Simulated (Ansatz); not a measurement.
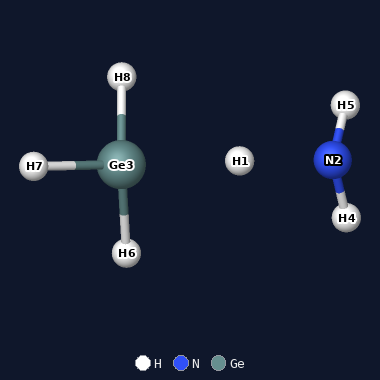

The system is the reacting system GeH6N (fragments H₃N + GeH₃ where the first distance is long, GeH₄ + H₂N where the second is long), spin multiplicity 2; the picture shows the reference structure. First axis: distance H1–Ge3 (bond that forms). Second axis: distance H1–N2 (bond that breaks). Relaxed at each point: all other coordinates. The grid has 10 × 10 points. Points are written as (first, second). Energies: kJ/mol, counted from a guessed transition structure relaxed with its forming and breaking bonds held. These are results of UKS PBE0-D4/def2-SVP (Ansatz), not measurements.

Its coordinates:

```tsv
atom	x (Å)	y (Å)	z (Å)
H	-0.6666	0.3858	-0.4538
N	-1.9362	0.2440	-0.0753
Ge	1.2652	-0.0067	-0.1681
H	-1.9861	-0.7811	-0.0192
H	-1.8564	0.5302	0.9087
H	1.3968	-1.5418	-0.1607
H	2.1648	0.6141	-1.2540
H	1.6185	0.5555	1.2223
```

Range: distance H1–Ge3 (bond that forms) from 1.359 to 2.559 Å; distance H1–N2 (bond that breaks) from 0.918 to 2.418 Å.

Question: What will the energy surface look like?

Answer: The lowest grid point is at (2.559 Å, 1.014 Å), −86 kJ/mol from a guessed transition structure relaxed with its forming and breaking bonds held. It lies in a valley that leaves the map towards separated partners. The highest grid point, (2.559 Å, 2.418 Å), lies 355 kJ/mol above the lowest. On the interpolated surface the lowest path from the side where the first distance is long, (2.559 Å, 1.014 Å), to the side where the second distance is long, (1.542 Å, 2.418 Å), has its top at about (1.59 Å, 1.71 Å), about 108 kJ/mol above the start and 3 kJ/mol above the end.

```tsv
second ↓, first →	1.359	1.436	1.542	1.663	1.794	1.935	2.082	2.235	2.395	2.559
2.418	54	29	19	29	56	93	137	183	228	269
2.213	55	30	19	29	54	91	133	177	220	258
2.014	59	32	20	28	52	86	125	166	205	238
1.822	65	37	22	27	47	76	111	146	178	204
1.637	76	44	24	23	37	59	85	110	133	150
1.462	91	54	26	15	18	29	43	57	69	78
1.298	112	66	26	2	−8	−10	−8	−4	−1	2
1.147	142	86	32	−6	−30	−45	−54	−58	−61	−62
1.014	189	124	59	9	−26	−51	−66	−76	−82	−86
0.918	256	186	114	58	17	−12	−32	−44	−53	−58
```

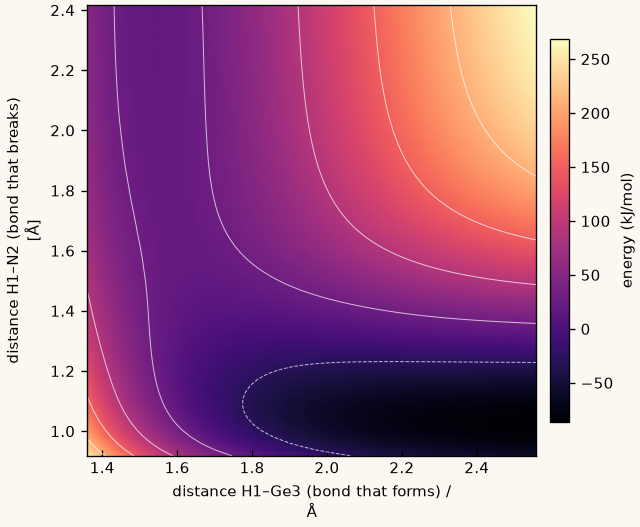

Drawn: a smooth colour map with a few white contour lines. Between grid points the surface is interpolated.

The whole map (100 points run) took 36 min on 1 thread of Arm Neoverse V1 (shared host).
